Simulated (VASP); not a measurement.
Band structure of K (bcc). Calculation: AM05 GGA, VASP's PBE PAW potentials (set 64) (plane waves; VASP).

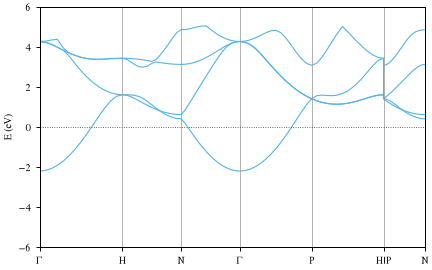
Bands along high-symmetry lines, zero at the valence-band maximum or, without a gap, the Fermi level

Read the plot: is there a gap, and where are the band edges?

It has no gap at this level: it comes out as a metal or semimetal. (Edges off the drawn lines would not show.)

The compound is K in the bcc structure. The cell was not relaxed at this level.
